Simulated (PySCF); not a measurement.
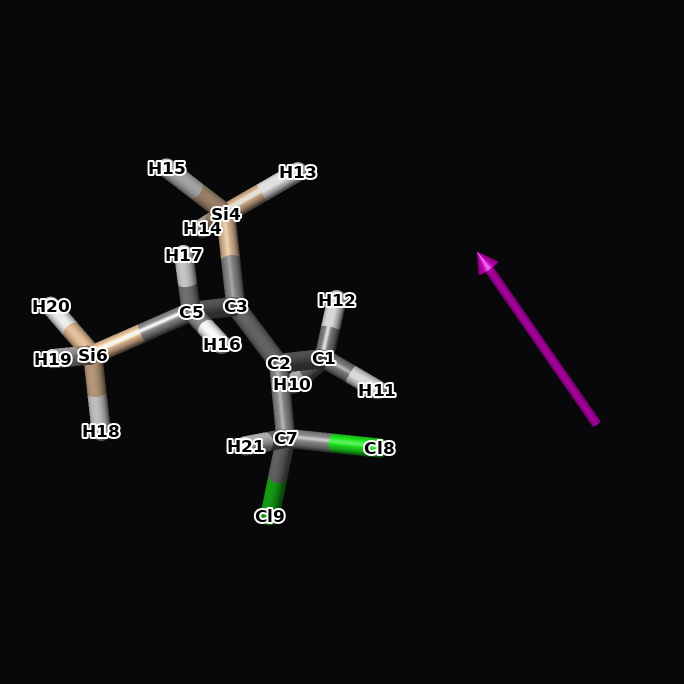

The arrow beside the molecule shows the direction of the dipole moment, from the negative to the positive end (its length means nothing). Computed geometry: GFN2-xTB optimisation. No frequency run is at hand to confirm it as a minimum. Level of theory: PBE0/pcSseg-1, gas phase (PySCF 2.14.0).

Q: Estimate the dipole moment.

A: 2.01 D; it points from the side of Cl8, Cl9 to the side of H15 (the outermost atoms at the two ends).

The geometry is semi-empirical. Around Si such bond lengths and angles can be off by a tenth of an ångström or more and by several degrees, and values that hang on the shape move with them.
